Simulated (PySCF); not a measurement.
H2Cl2SeSi, SMILES Cl[SiH](Cl)[SeH] at its CAM-B3LYP/def2-SVP optimised geometry (Å):

```
6

Si    -0.7776    -0.6022     0.0000
Cl    -1.3302    -1.5777    -1.7199
Cl    -1.5507     1.3036     0.0000
Se     1.4859    -0.6022     0.0000
H     -1.3564    -1.3036     1.1624
H      1.5507     0.1461     1.2648
```

Computed with CAM-B3LYP/def2-TZVP (PySCF).

Map of the HOMO−1 amplitude (bohr^(-3/2)) on the plane z = 1.0 Å; orbital energy -10.24 eV, overall sign arbitrary:

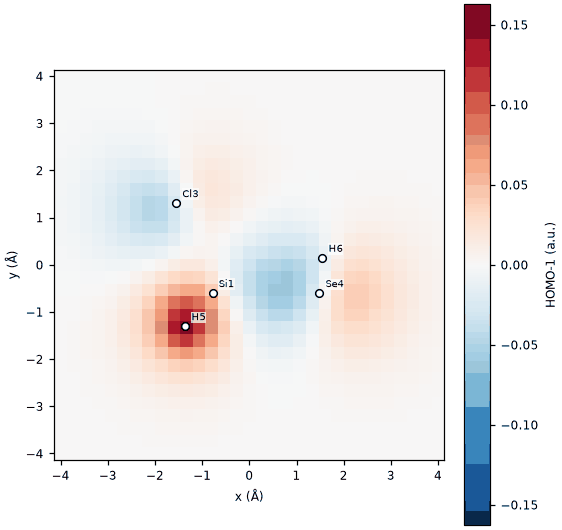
Figure. HOMO−1 amplitude (bohr^(-3/2)) on the plane z = 1.0 Å.
